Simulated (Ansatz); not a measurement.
# MoH+ (quintet): wave-function methods side by side at distance Mo1–H2 = 1.666 Å, def2-TZVP

Aim: climb from Hartree-Fock through coupled cluster and multireference methods for MoH+ (quintet) at one geometry and basis, and see what each rung misses.

Computed with Ansatz 0.2.0, Gaussian basis. Level: def2-TZVP, core rule «outside noble gas», up to 4 orbitals frozen.

Plan: UHF; CCSD(T) on ROHF; CCSD(T) on UHF; CISD; CCSDT(Q) on ROHF; CCSDT(Q) on UHF; CASSCF and MRCISD+Q, 6 electrons in 6 orbitals; CASSCF and NEVPT2, 6 electrons in 6 orbitals; Full CI.

29 further runs of the same task are left out: 18 for a known fault of the program, 11 that didn't finish.

## Step 1: The system

The geometry derives from a PBE0/def2-TZVP stationary point (not a proven minimum). One bond is set to the value named and the two fragments are kept rigid. No spin-orbit coupling is included. Elements past krypton take def2 core potentials.

2 atoms, charge 1, spin multiplicity 5.

Atoms are counted from 1 here; the program's logs count them from 0.

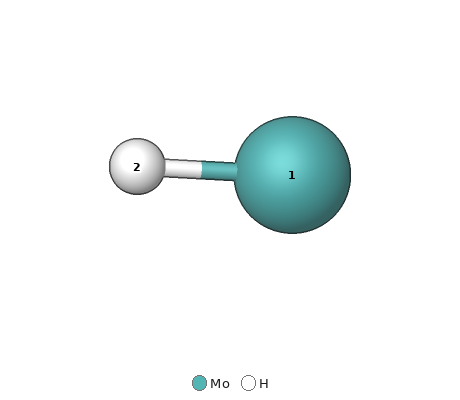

The geometry (molybdenum teal, hydrogen white); atoms are numbered from 1 in the order of the file.

In the tables R marks a restricted open-shell determinant and U an unrestricted one; 'pair' is the active space of 6 electrons in 6 orbitals; energies count from the table's Hartree-Fock row.

## Step 2: UHF

in.yaml

```yaml
crystal:
  periodic: [false, false, false]
  atoms:
    - {symbol: Mo, position_ang: [0.000000, 0.000000, 0.000000]}
    - {symbol: H, position_ang: [0.000000, 0.000000, 1.666200]}
basis:
  gaussian: {orbitals: def2-TZVP}
total_charge: 1
magnetization: {spin_polarized: true, initial_magnetization: 4}
hamiltonian: {xc: hf}
output: {orbitals: {seedname: orbitals}}
```

Started as:

```
$ ansatz run in.yaml --threads 1 --pin off --events-out ev --progress --plain --max-ram 2393MiB
```

The log of the run:

```text
Functional definition: HF
  name "HF"
  cite "Fock, Z. Phys. 61, 126 (1930) doi:10.1007/BF01340294"
  parent pbe
  exchange = exact_x
  correlation = 0
504 factors; their error is unknown
mean field evaluation 1: about -1844.0600 eV, gradient 1.5e1 eV
mean field evaluation 2: about -1844.8790 eV, gradient 4.5e0 eV
mean field evaluation 4: about -1845.0510 eV, gradient 9.4e-1 eV
mean field evaluation 8: about -1845.1038 eV, gradient 1.1e-1 eV
mean field evaluation 16: about -1845.4396 eV, gradient 1.6e-4 eV
mean field evaluation 32: about -1846.4696 eV, gradient 3.8e-4 eV
mean field evaluation 64: about -1845.7988 eV, gradient 5.6e0 eV
mean field evaluation 96: about -1845.4330 eV, gradient 4.2e-1 eV
mean field evaluation 128: about -1845.7442 eV, gradient 2.4e0 eV
mean field -1846.46963199 eV, -67.8565073936 hartree, gradient 1.9e-5 eV, S^2 6.110991; 4 other end points of the search recorded, 0 dependent functions left out
reference -1846.46963199 eV, -67.8565073936 hartree; 9, 5 occupied and 37, 41 virtual orbitals, 504 factors
Total energy: -1846.46963199 eV, -67.8565073936 hartree
```

It took 0.72 s on 1 thread of Arm Neoverse V1, shared host.

From the report: ⟨S²⟩ of the determinant 6.111 (pure quintet: 6.00).

## Step 3: CCSD(T) on ROHF

Edit in.yaml of step 2 so:

```diff
@@ -8,4 +8,3 @@
 total_charge: 1
-magnetization: {spin_polarized: true, initial_magnetization: 4}
-hamiltonian: {xc: hf}
-output: {orbitals: {seedname: orbitals}}
+magnetization: {spin_polarized: false, initial_magnetization: 4}
+correlation: {method: ccsd_t, electrons: outside_noble_gas}
```

The command is unchanged.

The log of the run (excerpt; [...] marks lines left out):

```text
Functional definition: HF
  name "HF"
  cite "Fock, Z. Phys. 61, 126 (1930) doi:10.1007/BF01340294"
  parent pbe
[...]
407 factors; integrals over basis functions are off by at most 1.1e-3 eV
[...]
mean field -1846.24030158 eV, -67.8480796565 hartree, gradient 7.6e-6 eV, S^2 6.000000; 15 other end points of the search recorded, 0 dependent functions left out
[...]
determinant -1846.24030158 eV, -67.8480796565 hartree, with singles and doubles -1848.80085487 eV, -67.9421782542 hartree
determinant -1845.32049355 eV, -67.8142773349 hartree, with singles and doubles -1847.76241352 eV, -67.9040162385 hartree
determinant -1845.16976317 eV, -67.8087380956 hartree, with singles and doubles -1847.68530234 eV, -67.9011824550 hartree
4 core orbitals not correlated: weight in the atoms' cores, before any rotation towards them, 0.999 or more for the frozen orbitals, at most 0.000 for the correlated occupied ones
reference -1846.24030158 eV, -67.8480796565 hartree; 5, 1 occupied and 37, 41 virtual orbitals, 407 factors
second order -2.06494620 eV of doubles, -0.02453246 eV of singles
cycle   1  -2.54832557 eV  change   -5.1e-2 eV  update   1.9e-2
[...]
cycle  13  -2.56423107 eV  change    3.5e-6 eV  update   2.2e-6
perturbative correction -0.05297018 eV, -0.0019466180 hartree
Total energy: -1848.85750282 eV, -67.9442600281 hartree
```

It took 2.7 s on 1 thread of Arm Neoverse V1, shared host.

From the report: correlation -2.6172 eV; T1 0.052; largest double amplitude 0.05.

## Step 4: CCSD(T) on UHF

Edit in.yaml of step 3 so:

```diff
@@ -8,3 +8,3 @@
 total_charge: 1
-magnetization: {spin_polarized: false, initial_magnetization: 4}
+magnetization: {spin_polarized: true, initial_magnetization: 4}
 correlation: {method: ccsd_t, electrons: outside_noble_gas}
```

Same command.

The log of the run (excerpt; [...] marks lines left out):

```text
Functional definition: HF
  name "HF"
  cite "Fock, Z. Phys. 61, 126 (1930) doi:10.1007/BF01340294"
  parent pbe
[...]
407 factors; integrals over basis functions are off by at most 1.1e-3 eV
[...]
mean field -1846.46981705 eV, -67.8565141945 hartree, gradient 2.0e-6 eV, S^2 6.110990; 16 other end points of the search recorded, 0 dependent functions left out
determinant -1846.46981705 eV, -67.8565141945 hartree, with singles and doubles -1848.87576554 eV, -67.9449311705 hartree
determinant -1845.52422441 eV, -67.8217643057 hartree, with singles and doubles -1847.83982293 eV, -67.9068609818 hartree
determinant -1845.43980301 eV, -67.8186618766 hartree, with singles and doubles -1847.77636210 eV, -67.9045288395 hartree
determinant -1843.77747420 eV, -67.7575724195 hartree, with singles and doubles -1845.60789308 eV, -67.8248390726 hartree
4 core orbitals not correlated: weight in the atoms' cores, before any rotation towards them, 0.999 or more for the frozen orbitals, at most 0.000 for the correlated occupied ones
reference -1846.46981705 eV, -67.8565141945 hartree; 5, 1 occupied and 37, 41 virtual orbitals, 407 factors
second order -1.97556260 eV of doubles, -0.00000000 eV of singles
cycle   1  -2.39031640 eV  change   -8.3e-2 eV  update   1.8e-2
[...]
cycle  12  -2.41125933 eV  change   -2.4e-6 eV  update   3.9e-6
perturbative correction -0.04976299 eV, -0.0018287561 hartree
Total energy: -1848.93083937 eV, -67.9469550964 hartree
```

It took 2.7 s on 1 thread of Arm Neoverse V1, shared host.

From the report: ⟨S²⟩ of the determinant 6.111 (pure quintet: 6.00); correlation -2.4610 eV; T1 0.036; largest double amplitude 0.05.

## Step 5: CISD

in.yaml

```yaml
crystal:
  periodic: [false, false, false]
  atoms:
    - {symbol: Mo, position_ang: [0.000000, 0.000000, 0.000000]}
    - {symbol: H, position_ang: [0.000000, 0.000000, 1.666200]}
basis:
  gaussian: {orbitals: def2-TZVP}
total_charge: 1
magnetization: {spin_polarized: false, initial_magnetization: 4}
correlation: {active_space: {ras: {orbitals: [1, 4, 37], electrons: 6, max_holes: 2, max_particles: 2}, fixed_orbitals: true}}
```

The command is unchanged.

The log of the run:

```text
Functional definition: HF
  name "HF"
  cite "Fock, Z. Phys. 61, 126 (1930) doi:10.1007/BF01340294"
  parent pbe
  exchange = exact_x
  correlation = 0
407 factors; integrals over basis functions are off by at most 1.1e-3 eV
mean field evaluation 1: about -1844.4246 eV, gradient 1.6e1 eV
mean field evaluation 2: about -1844.4281 eV, gradient 1.6e1 eV
mean field evaluation 4: about -1845.1557 eV, gradient 1.8e0 eV
mean field evaluation 8: about -1845.1697 eV, gradient 9.6e-2 eV
mean field evaluation 16: about -1845.1821 eV, gradient 7.3e-1 eV
mean field evaluation 32: about -1846.2403 eV, gradient 8.9e-6 eV
mean field evaluation 64: about -1846.0940 eV, gradient 6.4e0 eV
mean field evaluation 96: about -1845.3071 eV, gradient 6.9e-1 eV
mean field -1846.24030158 eV, -67.8480796565 hartree, gradient 7.6e-6 eV, S^2 6.000000; 15 other end points of the search recorded, 0 dependent functions left out
reference -1846.24030158 eV, -67.8480796565 hartree; 9, 5 occupied and 37, 41 virtual orbitals, 407 factors
state -1848.74144404 eV, -67.9399949464 hartree
Total energy: -1848.74144404 eV, -67.9399949464 hartree
```

Wall time 2.1 s (1 thread of Arm Neoverse V1, shared host).

From the report: 10,324 determinants.

## Step 6: CCSDT(Q) on ROHF

Edit in.yaml of step 5 so:

```diff
@@ -9,2 +9,2 @@
 magnetization: {spin_polarized: false, initial_magnetization: 4}
-correlation: {active_space: {ras: {orbitals: [1, 4, 37], electrons: 6, max_holes: 2, max_particles: 2}, fixed_orbitals: true}}
+correlation: {method: ccsdt_q, electrons: outside_noble_gas}
```

Launched as before.

The log of the run (excerpt; [...] marks lines left out):

```text
Functional definition: HF
  name "HF"
  cite "Fock, Z. Phys. 61, 126 (1930) doi:10.1007/BF01340294"
  parent pbe
[...]
679 factors; integrals over basis functions are off by at most 2.1e-7 eV
[...]
mean field -1846.24030765 eV, -67.8480798795 hartree, gradient 8.3e-6 eV, S^2 6.000000; 14 other end points of the search recorded, 0 dependent functions left out
[...]
determinant -1846.24030765 eV, -67.8480798795 hartree, with singles and doubles -1848.80085762 eV, -67.9421783555 hartree
determinant -1845.32049974 eV, -67.8142775624 hartree, with singles and doubles -1847.76241575 eV, -67.9040163204 hartree
determinant -1845.16976921 eV, -67.8087383175 hartree, with singles and doubles -1847.68530422 eV, -67.9011825239 hartree
4 core orbitals not correlated: weight in the atoms' cores, before any rotation towards them, 0.999 or more for the frozen orbitals, at most 0.000 for the correlated occupied ones
reference -1846.24030765 eV, -67.8480798795 hartree; 5, 1 occupied and 37, 41 virtual orbitals, 679 factors
second order -2.06494815 eV of doubles, -0.02453213 eV of singles
cycle   1  -2.36228604 eV  change   -2.7e-1 eV  update   6.3e-2
[...]
cycle  22  -2.63147162 eV  change    2.1e-7 eV  update   2.2e-7
perturbative correction -0.00087492 eV, -0.0000321527 hartree
Total energy: -1848.87265419 eV, -67.9448168306 hartree
```

It took 13 s on 1 thread of Arm Neoverse V1, shared host.

From the report: correlation -2.6323 eV; T1 0.050; largest double amplitude 0.06.

## Step 7: CCSDT(Q) on UHF

Edit in.yaml of step 6 so:

```diff
@@ -8,3 +8,3 @@
 total_charge: 1
-magnetization: {spin_polarized: false, initial_magnetization: 4}
+magnetization: {spin_polarized: true, initial_magnetization: 4}
 correlation: {method: ccsdt_q, electrons: outside_noble_gas}
```

The command is unchanged.

The log of the run (excerpt; [...] marks lines left out):

```text
Functional definition: HF
  name "HF"
  cite "Fock, Z. Phys. 61, 126 (1930) doi:10.1007/BF01340294"
  parent pbe
[...]
679 factors; integrals over basis functions are off by at most 2.1e-7 eV
[...]
mean field -1846.46982171 eV, -67.8565143658 hartree, gradient 2.0e-6 eV, S^2 6.110989; 16 other end points of the search recorded, 0 dependent functions left out
determinant -1846.46982171 eV, -67.8565143658 hartree, with singles and doubles -1848.87576832 eV, -67.9449312726 hartree
determinant -1845.52422947 eV, -67.8217644917 hartree, with singles and doubles -1847.83982514 eV, -67.9068610631 hartree
determinant -1845.43980784 eV, -67.8186620542 hartree, with singles and doubles -1847.77636318 eV, -67.9045288790 hartree
determinant -1843.77747772 eV, -67.7575725489 hartree, with singles and doubles -1845.60788843 eV, -67.8248389018 hartree
4 core orbitals not correlated: weight in the atoms' cores, before any rotation towards them, 0.999 or more for the frozen orbitals, at most 0.000 for the correlated occupied ones
reference -1846.46982171 eV, -67.8565143658 hartree; 5, 1 occupied and 37, 41 virtual orbitals, 679 factors
second order -1.97556360 eV of doubles, -0.00000000 eV of singles
cycle   1  -2.23362206 eV  change   -2.6e-1 eV  update   5.4e-2
[...]
cycle  23  -2.47708670 eV  change    4.3e-7 eV  update   2.8e-7
perturbative correction -0.00102541 eV, -0.0000376831 hartree
Total energy: -1848.94793382 eV, -67.9475833060 hartree
```

It took 13 s on 1 thread of Arm Neoverse V1, shared host.

From the report: ⟨S²⟩ of the determinant 6.111 (pure quintet: 6.00); correlation -2.4781 eV; T1 0.038; largest double amplitude 0.05.

## Step 8: CASSCF and MRCISD+Q, 6 electrons in 6 orbitals

in.yaml

```yaml
crystal:
  periodic: [false, false, false]
  atoms:
    - {symbol: Mo, position_ang: [0.000000, 0.000000, 0.000000]}
    - {symbol: H, position_ang: [0.000000, 0.000000, 1.666200]}
basis:
  gaussian: {orbitals: def2-TZVP}
total_charge: 1
magnetization: {spin_polarized: false, initial_magnetization: 4}
correlation: {method: fic_mrcisd_q, electrons: outside_noble_gas, active_space: {window: {electrons: 6, orbitals: 6}}}
```

Same command.

The log of the run (excerpt; [...] marks lines left out):

```text
Functional definition: HF
  name "HF"
  cite "Fock, Z. Phys. 61, 126 (1930) doi:10.1007/BF01340294"
  parent pbe
[...]
407 factors; integrals over basis functions are off by at most 1.1e-3 eV
[...]
mean field -1846.24030158 eV, -67.8480796565 hartree, gradient 7.6e-6 eV, S^2 6.000000; 15 other end points of the search recorded, 0 dependent functions left out
reference -1846.24030158 eV, -67.8480796565 hartree; 9, 5 occupied and 37, 41 virtual orbitals, 407 factors
state -1846.94496820 eV, -67.8739756770 hartree
contracted CI cycle   1: correlation 0.00000000 eV, 0.0000000000 hartree, residual 1.22e1 eV
contracted CI cycle   2: correlation -1.82185600 eV, -0.0669519730 hartree, residual 1.64e0 eV
contracted CI cycle   3: correlation -1.86371674 eV, -0.0684903269 hartree, residual 4.64e-1 eV
contracted CI cycle   4: correlation -1.86881335 eV, -0.0686776240 hartree, residual 1.64e-1 eV
contracted CI cycle   5: correlation -1.86926592 eV, -0.0686942555 hartree, residual 4.92e-2 eV
contracted CI cycle   6: correlation -1.86931423 eV, -0.0686960310 hartree, residual 1.51e-2 eV
contracted CI cycle   7: correlation -1.86931842 eV, -0.0686961849 hartree, residual 4.65e-3 eV
contracted CI cycle   8: correlation -1.86931892 eV, -0.0686962033 hartree, residual 1.65e-3 eV
contracted CI cycle   9: correlation -1.86931898 eV, -0.0686962056 hartree, residual 5.84e-4 eV
state -1846.94496820 eV, -67.8739756770 hartree; corrected -1848.87254832 eV, -67.9448129399 hartree
Total energy: -1848.87254832 eV, -67.9448129399 hartree
```

Run time: 2 s. Hardware: 1 thread of Arm Neoverse V1, shared host.

From the report: 12 determinants; active occupations 1.93, 1.00, 1.00, 1.00, 1.00, 0.07.

## Step 9: CASSCF and NEVPT2, 6 electrons in 6 orbitals

Edit in.yaml of step 8 so:

```diff
@@ -9,2 +9,2 @@
 magnetization: {spin_polarized: false, initial_magnetization: 4}
-correlation: {method: fic_mrcisd_q, electrons: outside_noble_gas, active_space: {window: {electrons: 6, orbitals: 6}}}
+correlation: {method: sc_nevpt2, electrons: outside_noble_gas, active_space: {window: {electrons: 6, orbitals: 6}}}
```

Launched as before.

The log of the run (excerpt; [...] marks lines left out):

```text
Functional definition: HF
  name "HF"
  cite "Fock, Z. Phys. 61, 126 (1930) doi:10.1007/BF01340294"
  parent pbe
[...]
407 factors; integrals over basis functions are off by at most 1.1e-3 eV
[...]
mean field -1846.24030158 eV, -67.8480796565 hartree, gradient 7.6e-6 eV, S^2 6.000000; 15 other end points of the search recorded, 0 dependent functions left out
reference -1846.24030158 eV, -67.8480796565 hartree; 9, 5 occupied and 37, 41 virtual orbitals, 407 factors
state -1846.94496820 eV, -67.8739756770 hartree
state -1846.94496820 eV, -67.8739756770 hartree; corrected -1848.37495917 eV, -67.9265268759 hartree
Total energy: -1848.37495917 eV, -67.9265268759 hartree
```

Wall time 1.6 s (1 thread of Arm Neoverse V1, shared host).

From the report: 12 determinants; active occupations 1.93, 1.00, 1.00, 1.00, 1.00, 0.07.

## Step 10: Full CI

Edit in.yaml of step 9 so:

```diff
@@ -9,2 +9,2 @@
 magnetization: {spin_polarized: false, initial_magnetization: 4}
-correlation: {method: sc_nevpt2, electrons: outside_noble_gas, active_space: {window: {electrons: 6, orbitals: 6}}}
+correlation: {method: fci, electrons: outside_noble_gas}
```

Same command.

The log of the run (excerpt; [...] marks lines left out):

```text
Functional definition: HF
  name "HF"
  cite "Fock, Z. Phys. 61, 126 (1930) doi:10.1007/BF01340294"
  parent pbe
[...]
679 factors; integrals over basis functions are off by at most 2.1e-7 eV
[...]
mean field -1846.24030765 eV, -67.8480798795 hartree, gradient 8.3e-6 eV, S^2 6.000000; 14 other end points of the search recorded, 0 dependent functions left out
[...]
determinant -1846.24030765 eV, -67.8480798795 hartree, with singles and doubles -1848.80053423 eV, -67.9421664709 hartree
determinant -1845.32049974 eV, -67.8142775624 hartree, with singles and doubles -1847.76031600 eV, -67.9039391561 hartree
determinant -1845.16976921 eV, -67.8087383175 hartree, with singles and doubles -1847.68497152 eV, -67.9011702976 hartree
4 core orbitals not correlated: weight in the atoms' cores, before any rotation towards them, 0.999 or more for the frozen orbitals, at most 0.000 for the correlated occupied ones
reference -1846.24030765 eV, -67.8480798795 hartree; 5, 1 occupied and 37, 41 virtual orbitals, 679 factors
state -1848.87271735 eV, -67.9448191518 hartree
Total energy: -1848.87271735 eV, -67.9448191518 hartree
```

Wall time 9.2 min (1 thread of Arm Neoverse V1, shared host); peak memory 1.2 GiB.

From the report: 8,919,548 determinants, symmetry A1.

## Step 11: Natural occupations

Natural occupations of the FCI state about the gap (report; correlated orbitals 1 to 10): 1.910, 0.991, 0.991, 0.990, 0.990, 0.070, 0.007, 0.007, 0.007, 0.003. The count of effectively unpaired electrons, Σ n²(2 − n)², is 4.05; a single determinant of this spin has 4.

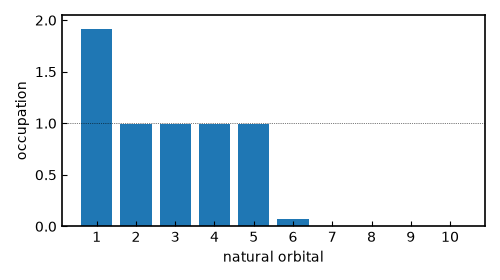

Natural occupations of the FCI state.

## Step 12: Misses and costs

The yardstick is full CI for this spin, exact in this basis with these frozen cores. Rows without a time come out of other runs: HF, MP2 and CCSD of CCSD(T), CCSDT of CCSDT(Q), CASSCF and MRCISD of the multireference runs.

Differences are taken before rounding.

```csv
method,energy from the lowest RHF (kcal/mol),from FCI (kcal/mol),time
RHF,0.00,+60.70,
UHF,-5.29,+55.41,
RMP2,-48.18,+12.52,
UMP2,-50.85,+9.85,
CISD,-57.68,+3.03,2.1 s
RCCSD,-59.13,+1.57,
UCCSD,-60.90,-0.19,
RCCSD(T),-60.35,+0.35,2.7 s
UCCSD(T),-62.05,-1.34,2.7 s
RCCSDT,-60.68,+0.02,
UCCSDT,-62.42,-1.71,
RCCSDT(Q),-60.70,0.00,13 s
UCCSDT(Q),-62.44,-1.73,13 s
CASSCF pair,-16.25,+44.45,
NEVPT2 pair,-49.23,+11.48,1.6 s
MRCISD pair,-59.36,+1.35,
MRCISD+Q pair,-60.70,0.00,2 s
FCI,-60.70,0,9.2 min
```

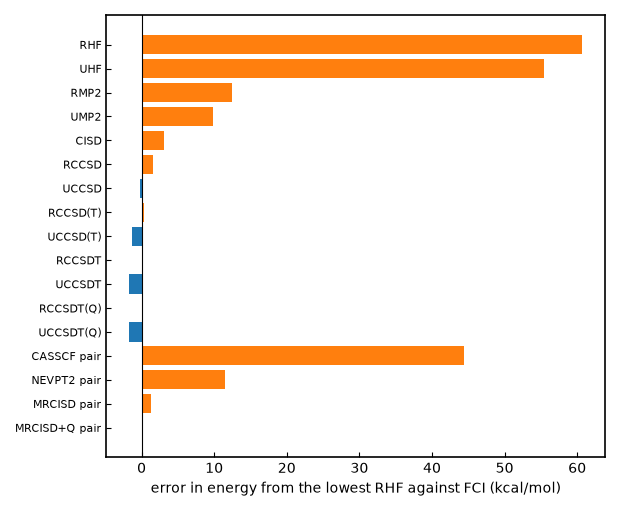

How far each level lands from FCI.

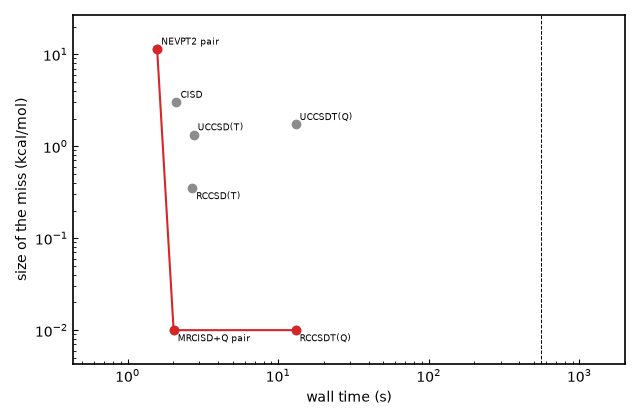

Miss against cost. Red marks the levels that no quicker level drawn beats (of those quicker than the yardstick), and the dashed line is the time of FCI. Misses under 0.01 kcal/mol are drawn at that value. Times are from a shared host.

## Step 13: Outcome

| quantity | value |
| --- | --- |
| FCI below the RHF energy | -2.6324 eV |
| RMP2 from FCI | +12.52 kcal/mol |
| UMP2 from FCI | +9.85 kcal/mol |
| RCCSD from FCI | +1.57 kcal/mol |
| RCCSD(T) from FCI | +0.35 kcal/mol |
| UCCSD(T) from FCI | -1.34 kcal/mol |
| RCCSDT(Q) from FCI | 0.00 kcal/mol |
| UCCSDT(Q) from FCI | -1.73 kcal/mol |
| NEVPT2 pair from FCI | +11.48 kcal/mol |
| MRCISD+Q pair from FCI | 0.00 kcal/mol |
| levels within 1 kcal/mol (43 meV) | UCCSD, RCCSD(T), RCCSDT, RCCSDT(Q), MRCISD+Q pair |
| T1 diagnostic | 0.052 |
| effectively unpaired electrons | 4.05 |

In words: RCCSD(T) misses by +0.35 kcal/mol, 0.6 % of the correlation energy. CCSD(T) misses by +0.35 kcal/mol on the restricted determinant and by -1.34 kcal/mol on the unrestricted one; the two need not hold the same state or core. UCCSD, UCCSD(T), UCCSDT, UCCSDT(Q) fall below full CI: unrestricted runs freeze a spin-polarised core, another one than full CI's, and coupled cluster isn't variational. The occupations are near whole numbers, but T1 = 0.052 shows that the orbitals relax strongly. Of the multireference levels listed MRCISD+Q pair comes nearest in total energy (0.00 kcal/mol), which doesn't show that its space is the better one. These misses are within one basis, not against nature; the frozen cores of restricted and unrestricted runs differ, which can shift their rows.

RCCSDT(Q) reaches 0.00 kcal/mol from the reference in 13 s, where FCI took 9.2 min; the quickest level in the cost chart, NEVPT2 pair, takes 1.6 s and misses by 11.48 kcal/mol.
